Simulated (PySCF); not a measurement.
## Electronic structure of C$_{2}$H$_{4}$N$_{2}$SSi (SMILES [SiH3]c1nncs1) in real space

```
atom    x (Å)    y (Å)    z (Å)
  Si  -1.6725  -0.5353   1.0959
   C  -0.0753  -0.0540   0.2219
   N   0.2194  -0.3750  -0.9873
   N   1.3937   0.0644  -1.4114
   C   2.0325   0.7389  -0.5285
   S   1.1936   0.8974   0.9816
   H  -2.3311   0.7093   1.4962
   H  -2.4561  -1.3107   0.1453
   H  -1.2932  -1.3033   2.2831
   H   2.9979   1.1730  -0.6906
```

Geometry: GFN2-xTB.

The calculation used PBE0/pcSseg-1, SCF density, gas phase, non-relativistic (PySCF).

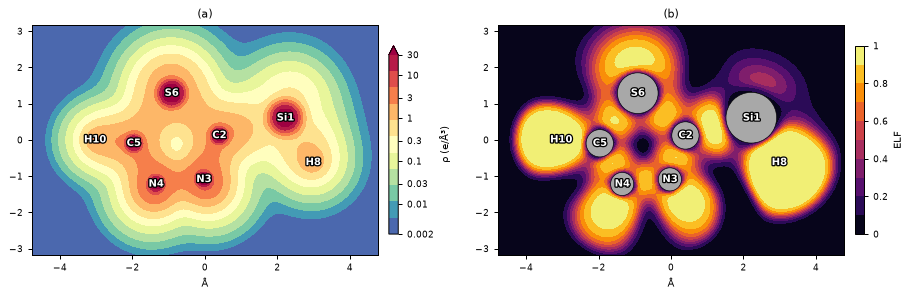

Figure 1. (a) electron density; (b) ELF on the plane of atoms Si1, C2 and S6. Grey discs cover the atomic cores in the ELF map.

What does the map show?

The plane passes through Si, C, N, S and H nuclei. C–N (1.28 Å): ρ at the midpoint is about 2.7 e/Å³; the ELF peaks at about 0.90 between the atoms (localised, covalent bonding). N–N (1.32 Å): the density is about 2.6 e/Å³ at the midpoint; the ELF peaks at about 0.90 between the atoms (localised, covalent bonding). C–S (1.73 Å): ρ is about 1.4 e/Å³ halfway; the ELF peaks at about 0.90 between the atoms, as expected for a covalent bond. C–Si (1.88 Å): ρ at the midpoint is about 0.92 e/Å³; the ELF peaks at about 1 between the atoms, as expected for a covalent bond. C–H (1.07 Å): ρ is about 2.1 e/Å³ halfway; the ELF climbs to about 1 towards the hydrogen, as it does in any bond to H; a covalent bond by its length. The ELF also peaks beside N4, N3 and S6, away from the bonds: lone-pair regions.

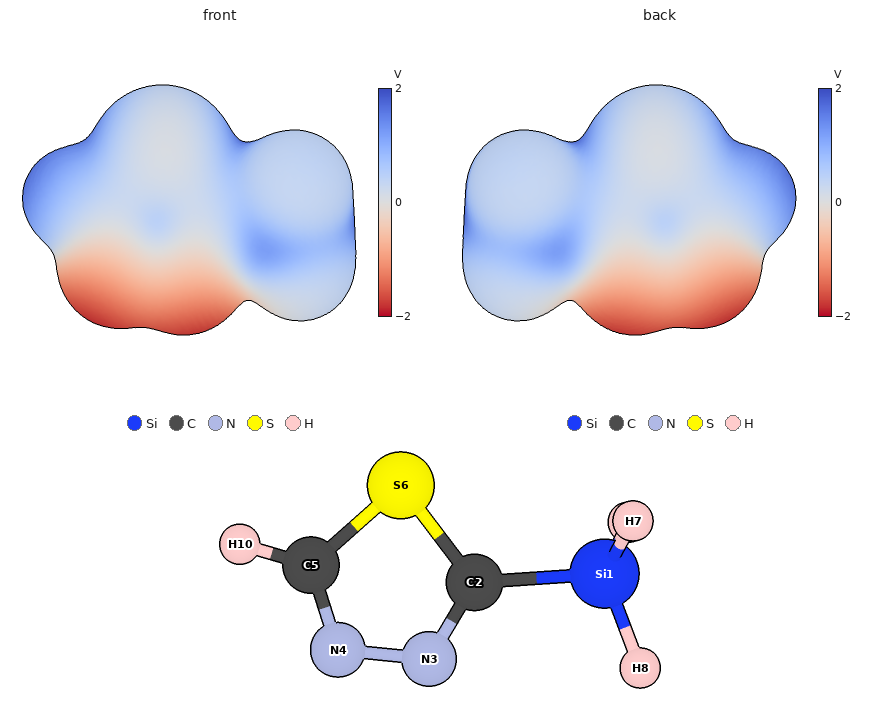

Figure 2. The electrostatic potential painted on the density surface at 0.002 e/bohr³, seen from the front and from behind; red is negative and blue positive. The bare structure is drawn below in the same view.

Where is the surface potential most negative and most positive?

The most negative region (about −1.8 V, or −42 kcal/mol for a unit charge) lies over N3 and N4, the most positive (about +1.7 V, or +39 kcal/mol for a unit charge) over Si1.

What dipole moment does the calculation give?

Its dipole moment is 2.93 D.
